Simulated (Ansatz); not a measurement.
## Profile along the Cu–Cu line in Al2Cu (Al2Cu type, space group I4/mcm)

Al$_{2}$Cu (Al2Cu type, space group I4/mcm)

Space group I4/mcm (No. 140); a = b = 6.0594 Å, c = 4.8739 Å, α = β = γ = 90.00°

| atom | site | symmetry | x | y | z |
|---|---|---|---|---|---|
| Al | 8h | m.2m | 0.1583 | 0.3417 | 0.0000 |
| Cu | 4a | 422 | 0.0000 | 0.0000 | 0.2500 |
(The calculation used a cell of 6 atoms; values per cell refer to that cell.)

Fields along a shortest Cu–Cu line of a (100) plane (2.44 Å), from Cu to Cu, interpolated on the slice's grid (step about 0.2 Å). Method: PBE (plane waves to 420 eV, PAW, scalar-relativistic; Ansatz, a program for electronic structure). k mesh 12×12×12. Near the nuclei the fields are pseudised (PAW); where an atom keeps semicore shells as valence, they peak there. Al2Cu is run without spin polarisation. Al2Cu was relaxed with its symmetry unable to fall. The PAW data are Ansatz's earlier set.

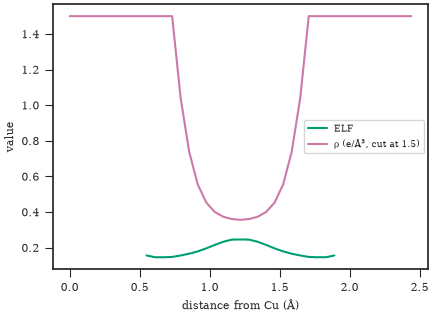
Figure: ELF (away from the nuclei) and valence density from Cu to Cu.

Density on the Cu–Cu line (2.44 Å) at its midpoint: 0.36 e/Å³. ELF at that point: 0.2.
